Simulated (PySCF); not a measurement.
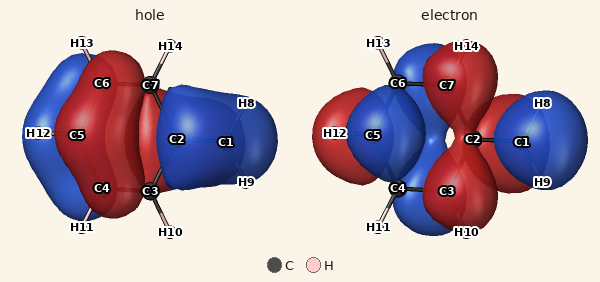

Figure. C₇H₇, charge +1, SMILES `[CH2+]c1ccccc1`. Leading natural transition orbital pair of S₃ (TDA singlet states); the surfaces enclose about 85 % of each orbital's density.

Level of theory: LC-wPBE/6-311G** (PySCF), at a geometry from GFN2-xTB. No frequency check shows the geometry to be a minimum. Without diffuse functions Rydberg states are missing, so the states' numbers hold for this basis only.

**What kind of excitation is it, and where does it lie?**

5.34 eV (232 nm), f = 0.597 (bright), π → π*; the leading pair carries 90 %; hole on C2 (22 %), C1 (20 %) and C5 (19 %), electron on C1 (26 %), C5 (16 %) and C3 and C7 (14 % each); their centroids lie 0.3 Å apart. In canonical orbitals it is mainly HOMO−1 → LUMO (90 %). The HOMO–LUMO gap is 8.51 eV.
